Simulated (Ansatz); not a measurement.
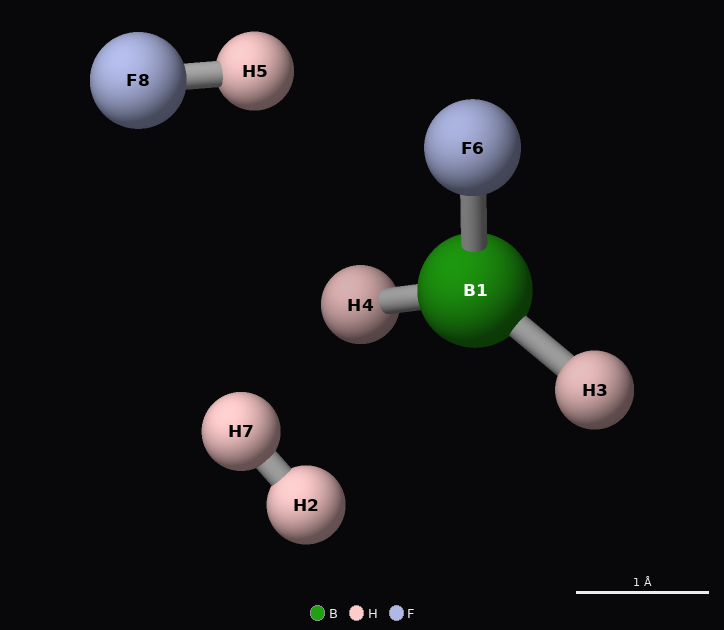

Atoms carry their numbers in the input. The geometry was computed by an optimisation with PBE0-D4/def2-TZVP.

Q: Describe the coordination of atom 1.

A: B1 has 3 neighbours (H3 at 1.19, H4 at 1.19, F6 at 1.33 Å); the arrangement is trigonal planar.
